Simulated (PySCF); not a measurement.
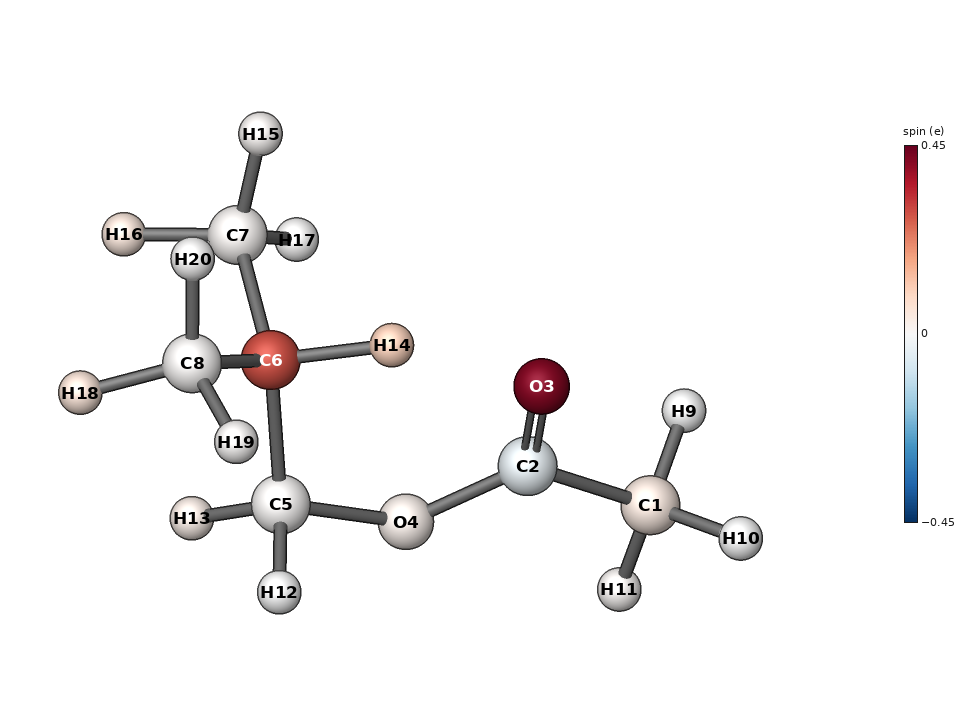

Atoms are coloured by their Mulliken spin populations. Charge +1, doublet. The computed structure is the end point of a GFN2-xTB optimisation. No frequency run is at hand to confirm it as a minimum. Level of theory: UKS B3LYP, pcH-1 on C H O, non-relativistic (PySCF 2.14.0).

Question: Which atom carries the largest spin population?

Answer: O3 (0.41 e).

Question: Which atom has the lowest spin population?

Answer: C2 (−0.03 e); a negative value comes from spin polarisation.

Give the Mulliken spin populations atom by atom.

| atom | value (e) |
| --- | --- |
| C1 | 0.04 |
| C2 | −0.03 |
| O3 | 0.41 |
| O4 | 0.02 |
| C5 | 0.00 |
| C6 | 0.29 |
| C7 | 0.01 |
| C8 | 0.00 |
| H9 | 0.00 |
| H10 | 0.00 |
| H11 | 0.01 |
| H12 | 0.00 |
| H13 | 0.03 |
| H14 | 0.10 |
| H15 | 0.01 |
| H16 | 0.05 |
| H17 | 0.00 |
| H18 | 0.05 |
| H19 | 0.01 |
| H20 | 0.00 |

Mulliken values depend strongly on the basis set.
